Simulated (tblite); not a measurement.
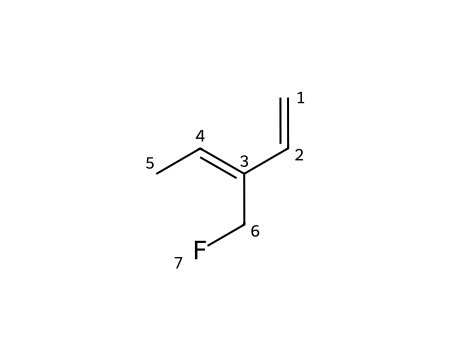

A structural formula, with wedges where it has stereocentres; small numbers name the atoms. The configuration is that of a computed structure (GFN2-xTB).

> Assign CIP descriptors.

C3=C4: Z.
